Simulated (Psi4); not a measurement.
# OF2 (oxygen difluoride), step by step

We compute a structure relaxation (MP2/pcseg-1), then the harmonic vibrations, then a single-point energy (CCSD(T)/def2-TZVP) of OF2 (oxygen difluoride). 

The calculation is run with Psi4 1.11.

## (1) The system as given

OF2: 3 atoms, total charge 0, spin state singlet. SMILES: `FOF`. All atoms were displaced at random from a relaxed shape. The run starts from this shape.

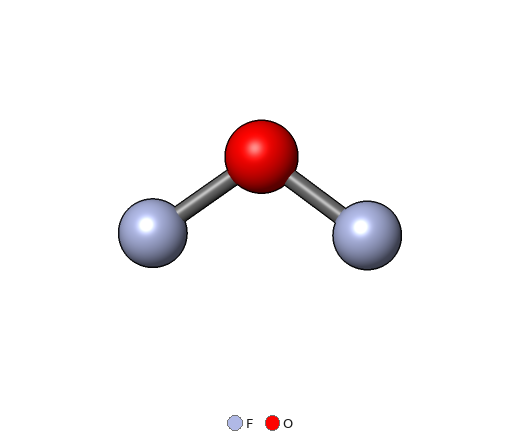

The structure, seen from a chosen angle (fluorine light blue, oxygen red).

## (2) A geometry optimisation at MP2/pcseg-1 (density fitting, density fitting for correlation) (run 1)

input.dat

```
memory 1600 mb

molecule system {
  0 1
  F      1.93744927    -0.62166698     0.95779446
  O      0.01911269     1.04508091     0.08530791
  F     -1.86851962    -0.35790846    -1.12519018
  units bohr
  symmetry c1
}

set {
  geom_maxiter 60
  freeze_core true
}

e_tot, wfn = optimize('mp2/pcseg-1', return_wfn=True)
print_variables()
```

The run is started by

```bash
$ psi4 -i input.dat -o output.dat -n 1
```

output.dat:

```text
[...]
  Running in c1 symmetry.
[...]
  Nuclear repulsion =   72.651346846792364
[...]
  Multiplicity = 1
[...]
  Nalpha       = 13
  Nbeta        = 13
[...]
    Number of basis functions: 42
[...]
   @DF-RHF iter   1:  -273.27878213967654   -7.54819e-01   1.04665e-02 ADIIS/DIIS
[...]
   @DF-RHF iter  12:  -273.35661286987408    2.84217e-13   9.97602e-11 DIIS
[...]
  @DF-RHF Final Energy:  -273.35661286987408
   => Energetics <=
    Nuclear Repulsion Energy =             72.1842956413783270
    One-Electron Energy =                -524.3094636818823346
    Two-Electron Energy =                 178.7685551706299805
    Total Energy =                       -273.3566128698740840
[...]
 Multipole Moments:
 ------------------------------------------------------------------------------------
     Multipole            Electronic (a.u.)      Nuclear  (a.u.)        Total (a.u.)
 ------------------------------------------------------------------------------------
 L = 1.  Multiply by 2.5417464519 to convert [e a0] to [Debye]
 Dipole X            :         -0.0175789            0.0290488            0.0114699
 Dipole Y            :         -0.2895636            0.5037487            0.2141851
 Dipole Z            :         -0.0000000           -0.0000000           -0.0000000
 Magnitude           :                                                    0.2144920
[...]
  -Total Gradient:
     Atom            X                  Y                   Z
    ------   -----------------  -----------------  -----------------
       1        0.000196320097    -0.000169038055     0.000000000000
       2       -0.000300829916     0.000087846850    -0.000000000000
       3        0.000104509819     0.000081191205    -0.000000000000
[...]
```

The script printed:

```text
Optimizer: Optimization complete!
```

Run time: 7.5 s. Hardware: 1 thread of AMD EPYC 7R32 (Zen 2), shared host; peak memory 0.21 GiB.

The path in brief:

```tsv
step	energy from the first frame kept (eV)	largest force (eV/Å)
0	0.0000	1.8718
1	-0.0658	0.4388
2	-0.0702	0.1294
3	-0.0705	0.0410
4	-0.0705	0.0161
```

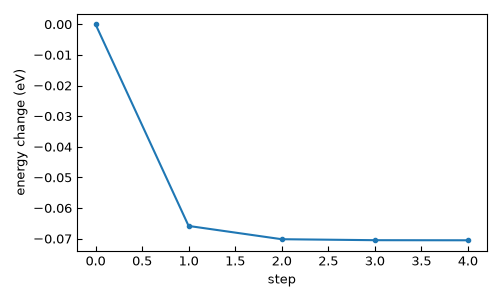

Energy along the run.

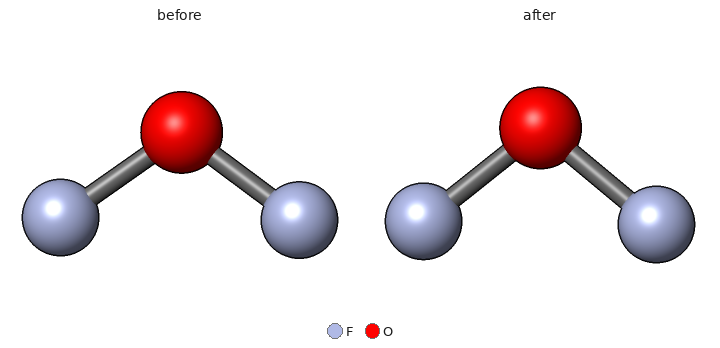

Before and after, at one scale.

After the run. Bond lengths: F1–O2 1.436 Å, O2–F3 1.435 Å. Angles: F1–O2–F3 102.6°.

## (3) Vibrational wavenumbers at MP2/pcseg-1 (density fitting, density fitting for correlation) (run 2)

calc.py

```python
import psi4

psi4.set_memory(1600000000)
psi4.set_num_threads(1)
psi4.core.set_output_file('run.log', False)

mol = psi4.geometry("""
F      0.997016    -0.347658     0.489001
O      0.016822     0.608690     0.055305
F     -0.966187    -0.217569    -0.586139
""")

options = {'t': 600.0, 'freeze_core': 'true', 'rotational_symmetry_number': 2}
psi4.set_options(options)

result = psi4.frequency("mp2/pcseg-1")
print(f'total energy {result:.8f} hartree = {result * 27.211386:.5f} eV')
```

The run is started by

```bash
$ python calc.py
```

run.log:

```text
[...]
  Running in cs symmetry.
[...]
  Nuclear repulsion =   72.184286065029440
[...]
  Multiplicity = 1
[...]
  Nalpha       = 13
  Nbeta        = 13
[...]
    Number of basis functions: 42
[...]
   @DF-RHF iter   1:  -273.27221001999322   -8.33260e-01   1.39548e-02 DIIS/ADIIS
[...]
  Running in c1 symmetry.
[...]
   @DF-RHF iter  17:  -273.35661280236167   -1.70530e-13   2.79736e-11 DIIS
[...]
  @DF-RHF Final Energy:  -273.35661280236167
   => Energetics <=
    Nuclear Repulsion Energy =             72.1842790249519197
    One-Electron Energy =                -524.3094309241741939
    Two-Electron Energy =                 178.7685390968606214
    Total Energy =                       -273.3566128023616102
[...]
  -Total Gradient:
     Atom            X                  Y                   Z
    ------   -----------------  -----------------  -----------------
       1        0.000196505641    -0.000169154381     0.000000083813
       2       -0.000300894546     0.000088003388     0.000000001642
       3        0.000104388903     0.000081150992    -0.000000085455
[...]
  ==> Harmonic Vibrational Analysis <==
[...]
  Freq [cm^-1]                 448.8037            819.8376            898.7119
[...]
  IR activ [km/mol]             1.0267             65.8377             11.6896
[...]
  Total E_0, Enthalpy at 0 [K]                                                         -273.93845067 [Eh]
[...]
  Total H, Enthalpy at  600.00 [K]                                                     -273.92864774 [Eh]
[...]
  Total G, Gibbs energy at  600.00 [K]                                                 -273.99307507 [Eh]
[...]
```

On the terminal:

```text
Warning: used thermodynamics relations inappropriate for low-frequency modes: ['448.8037']
total energy -273.94338826 hartree = -7454.37928 eV
```

Wall time 12 s (1 thread of AMD EPYC 7R32 (Zen 2), shared host); peak memory 0.21 GiB.

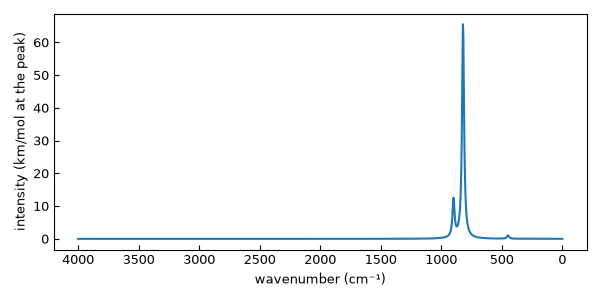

Harmonic infrared spectrum, unscaled, lines broadened by 10 cm⁻¹.

## (4) The energy at CCSD(T)/def2-TZVP (run 3)

job.dat

```
memory 1600 mb

molecule molecule1 {
  0 1
  F      0.997016    -0.347658     0.489001
  O      0.016822     0.608690     0.055305
  F     -0.966187    -0.217569    -0.586139
}

set basis def2-TZVP
set scf_type pk
set num_frozen_docc 3

energy("ccsd(t)")
```

The run is started by

```bash
$ psi4 -n 1 job.dat job.out
```

job.out:

```text
[...]
  Running in cs symmetry.
[...]
  Nuclear repulsion =   72.184286065029440
[...]
  Multiplicity = 1
[...]
  Nalpha       = 13
  Nbeta        = 13
[...]
    Number of basis functions: 93
[...]
   @RHF iter   1:  -273.47915188627292   -9.04725e-01   6.86836e-03 ADIIS/DIIS
[...]
   @RHF iter  13:  -273.56623653751240   -4.83169e-12   6.24415e-09 DIIS
[...]
  @RHF Final Energy:  -273.56623653751240
   => Energetics <=
    Nuclear Repulsion Energy =             72.1842860650294398
    One-Electron Energy =                -524.8721933324027304
    Two-Electron Energy =                 179.1216707298609379
    Total Energy =                       -273.5662365375123954
[...]
 Multipole Moments:
 ------------------------------------------------------------------------------------
     Multipole            Electronic (a.u.)      Nuclear  (a.u.)        Total (a.u.)
 ------------------------------------------------------------------------------------
 L = 1.  Multiply by 2.5417464519 to convert [e a0] to [Debye]
 Dipole X            :         -0.0188058            0.0290487            0.0102429
 Dipole Y            :         -0.3090317            0.5037486            0.1947169
 Dipole Z            :          0.0000000            0.0000000            0.0000000
 Magnitude           :                                                    0.1949861
[...]
      * MP2 total energy                      = -274.326717021923230
[...]
      * CCSD total energy                     = -274.330445489986744
[...]
      * CCSD(T) total energy                  = -274.361007066007687
[...]
```

It took 23 s on 1 thread of AMD EPYC 7R32 (Zen 2), shared host; peak memory 0.54 GiB.

## (5) Summary of results

```
                                                                  quantity             value
                               run 1, MP2/pcseg-1: total energy at the end     -273.94339 Eh
           run 1, MP2/pcseg-1: correlation energy (3 core orbitals frozen)        -586.8 mEh
                                    run 2, MP2/pcseg-1: correlation energy        -586.8 mEh
                            run 2, MP2/pcseg-1: lowest harmonic wavenumber          449 cm⁻¹
                           run 2, MP2/pcseg-1: highest harmonic wavenumber          899 cm⁻¹
                                     run 2, MP2/pcseg-1: zero-point energy       13.0 kJ/mol
run 2, MP2/pcseg-1: ideal-gas entropy at 600 K (symmetry number 2 as used)  67.4 cal/(mol K)
                                    run 3, CCSD(T)/def2-TZVP: total energy     -274.36101 Eh
             run 3, CCSD(T)/def2-TZVP: HOMO energy (Hartree–Fock orbitals)         -16.08 eV
             run 3, CCSD(T)/def2-TZVP: LUMO energy (Hartree–Fock orbitals)           2.72 eV
           run 3, CCSD(T)/def2-TZVP: HOMO–LUMO gap (Hartree–Fock orbitals)          18.79 eV
     run 3, CCSD(T)/def2-TZVP: correlation energy (3 core orbitals frozen)        -794.8 mEh
                                  run 3, CCSD(T)/def2-TZVP: (T) correction        -30.56 mEh
                                   run 3, CCSD(T)/def2-TZVP: T1 diagnostic             0.016
```

What this shows: The optimisation (run 1, MP2/pcseg-1) took 5 steps and changed the energy by -0.071 eV. All 3 modes (run 2, MP2/pcseg-1) are real, so the shape is a minimum at this level. The triples (run 3, CCSD(T)/def2-TZVP) make up 3.8 % of the correlation energy.
